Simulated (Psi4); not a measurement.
# C2H4B− (SMILES [BH3-]C#C) at HF/def2-QZVP (density fitting, sweep point 5)

Aim: the vertical electron affinity of C2H4B− at HF/def2-QZVP (density fitting, sweep point 5), from 2 runs. The job is set up through a Python script.

The results are computed with Psi4 1.11.

## 1. The structure to begin with

C2H4B−: 7 atoms, total charge -1, spin state singlet. SMILES: `[BH3-]C#C`. Geometry: relaxed at GFN2-xTB.

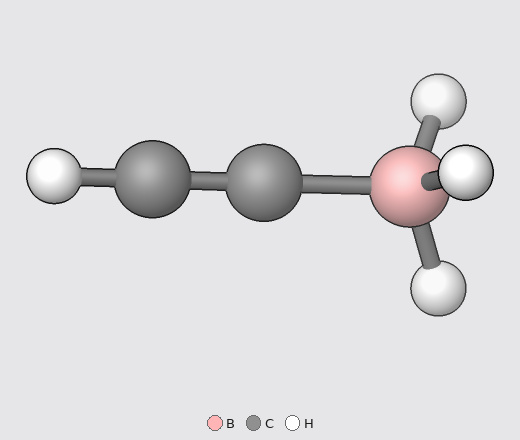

Viewed from a chosen angle; boron pink, carbon grey, hydrogen white.

## 2. A single-point energy at HF/def2-QZVP (density fitting, sweep point 5)

run.py

```python
import psi4

psi4.set_memory(1600000000)
psi4.set_num_threads(1)
psi4.set_output_file('run.log', False)

mol = psi4.geometry("""
-1 1
B     -1.44108625     1.10872121    -0.47708026
C      0.83455975    -0.65416649     0.27453941
C      2.58346348    -1.99163905     0.85580027
H     -3.29415168    -0.19496304    -1.00522091
H     -0.84848703     2.39524676    -2.32169862
H     -1.95975937     2.50585243     1.30827629
H      4.12546110    -3.16905181     1.36538382
units au
symmetry c1
""")

options = {'puream': True, 'scf_type': 'df'}
psi4.set_options(options)

energy_value = psi4.energy("scf/def2-QZVP")
print('E =', round(energy_value, 9))
```

On the command line:

```sh
python run.py
```

run.log:

```text
[...]
  Running in c1 symmetry.
[...]
  Nuclear repulsion =   51.234110011036833
[...]
  Multiplicity = 1
[...]
  Nalpha       = 11
  Nbeta        = 11
[...]
    Number of basis functions: 291
[...]
   @DF-RHF iter   1:  -102.57513360556283   -1.09626e+00   1.66788e-03 DIIS/ADIIS
[...]
   @DF-RHF iter   8:  -102.73222583470591   -2.46212e-08   1.04493e-07 DIIS
[...]
    Orbital Energies [Eh]
    ---------------------
    Doubly Occupied:
       1A    -11.020801     2A    -11.009800     3A     -7.321476
       4A     -0.817005     5A     -0.561606     6A     -0.492771
       7A     -0.297457     8A     -0.254084     9A     -0.253969
      10A     -0.168930    11A     -0.168922
[...]
  @DF-RHF Final Energy:  -102.73222583470591
   => Energetics <=
    Nuclear Repulsion Energy =             51.2341100110368330
    One-Electron Energy =                -243.1989840425066518
    Two-Electron Energy =                  89.2326481967639182
    Total Energy =                       -102.7322258347059147
[...]
 Multipole Moments:
 ------------------------------------------------------------------------------------
     Multipole            Electronic (a.u.)      Nuclear  (a.u.)        Total (a.u.)
 ------------------------------------------------------------------------------------
 L = 1.  Multiply by 2.5417464519 to convert [e a0] to [Debye]
 Dipole X            :          2.4620427           -1.1312279            1.3308148
 Dipole Y            :         -1.9089152            0.8850202           -1.0238950
 Dipole Z            :          0.8133478           -0.3733886            0.4399592
 Magnitude           :                                                    1.7357976
[...]
```

Standard output:

```text
E = -102.732225835
```

Run time: 9.3 s. Hardware: 1 thread of AMD EPYC, shared host; peak memory 0.44 GiB.

## 3. Doublet [C2H4B]2−

calc.py

```python
import psi4

psi4.set_memory('1600 MB')
psi4.set_num_threads(1)
psi4.core.set_output_file('psi4.out', False)

m = psi4.geometry("""
-2 2
B     -1.44108625     1.10872121    -0.47708026
C      0.83455975    -0.65416649     0.27453941
C      2.58346348    -1.99163905     0.85580027
H     -3.29415168    -0.19496304    -1.00522091
H     -0.84848703     2.39524676    -2.32169862
H     -1.95975937     2.50585243     1.30827629
H      4.12546110    -3.16905181     1.36538382
units au
symmetry c1
""")

psi4.set_options({
    'basis': 'def2-QZVP',
    'reference': 'uhf',
    'puream': True,
    'scf_type': 'df',
    'maxiter': 150,
})

E = psi4.energy("hf")
print(f'total energy {E:.8f} hartree = {E * 27.211386:.5f} eV')
```

On the command line:

```sh
python calc.py
```

psi4.out:

```text
[...]
  Running in c1 symmetry.
[...]
  Nuclear repulsion =   51.234110011036833
[...]
  Multiplicity = 2
[...]
  Nalpha       = 12
  Nbeta        = 11
[...]
    Number of basis functions: 291
[...]
   @DF-UHF iter   1:  -102.04250243020923   -5.63631e-01   2.43157e-03 ADIIS/DIIS
[...]
   @DF-UHF iter  53:  -102.46781268540340    8.88208e-07   6.44186e-07 DIIS
[...]
   @S^2 Observed:                7.506360850E-01
[...]
    Orbital Energies [Eh]
    ---------------------
    Alpha Occupied:
       1A    -10.887019     2A    -10.873981     3A     -7.173806
       4A     -0.685635     5A     -0.424531     6A     -0.353457
       7A     -0.152846     8A     -0.113827     9A     -0.113728
      10A     -0.030632    11A     -0.030604    12A      0.262139
    Alpha Virtual:
      13A      0.339668    14A      0.388152    15A      0.388175
      16A      0.399460    17A      0.455506    18A      0.455630
      19A      0.474667    20A      0.515489    21A      0.515567
      22A      0.562887    23A      0.569810    24A      0.569959
      25A      0.658169    26A      0.658223    27A      0.676149
[...]
  @DF-UHF Final Energy:  -102.46781268540340
   => Energetics <=
    Nuclear Repulsion Energy =             51.2341100110368330
    One-Electron Energy =                -246.0007646261596506
    Two-Electron Energy =                  92.2988419297194298
    Total Energy =                       -102.4678126854034019
  UHF NO Occupations:
  HONO-2 :   10  A 1.9999634
  HONO-1 :   11  A 1.9997934
[...]
 Multipole Moments:
 ------------------------------------------------------------------------------------
     Multipole            Electronic (a.u.)      Nuclear  (a.u.)        Total (a.u.)
 ------------------------------------------------------------------------------------
 L = 1.  Multiply by 2.5417464519 to convert [e a0] to [Debye]
 Dipole X            :          4.4686981           -1.1312279            3.3374702
 Dipole Y            :         -3.4882250            0.8850202           -2.6032048
 Dipole Z            :          1.4751421           -0.3733886            1.1017534
 Magnitude           :                                                    4.3736990
[...]
```

Standard output:

```text
total energy -102.46781269 hartree = -2788.29120 eV
```

Run time: 37 s. Hardware: 1 thread of AMD EPYC, shared host; peak memory 0.44 GiB.

## 4. Outcome

At HF/def2-QZVP (density fitting, sweep point 5):

```
                                                             quantity          value
                                         singlet C2H4B−: total energy  -102.73223 Eh
                                          singlet C2H4B−: HOMO energy       -4.60 eV
                                          singlet C2H4B−: LUMO energy        6.70 eV
singlet C2H4B−: HOMO–LUMO gap (to an unbound level, set by the basis)       11.30 eV
                                      doublet [C2H4B]2−: total energy  -102.46781 Eh
                doublet [C2H4B]2−: HOMO energy (highest over α and β)        7.13 eV
                 doublet [C2H4B]2−: LUMO energy (lowest over α and β)        9.24 eV
                                              doublet [C2H4B]2−: ⟨S²⟩          0.751
                  vertical electron affinity (to the doublet dianion)      -7.195 eV
```

The dianion lies 7.20 eV (694 kJ/mol) above the anion: the electron isn't bound at this level, and such a value depends on the basis. Without diffuse functions anions come out too high. Hartree–Fock misses the correlation that binds many anions. The HOMO (doublet [C2H4B]2−) lies at positive energy, 7.13 eV: the electron is unbound at this level or held by a compact basis; values depend on the basis.
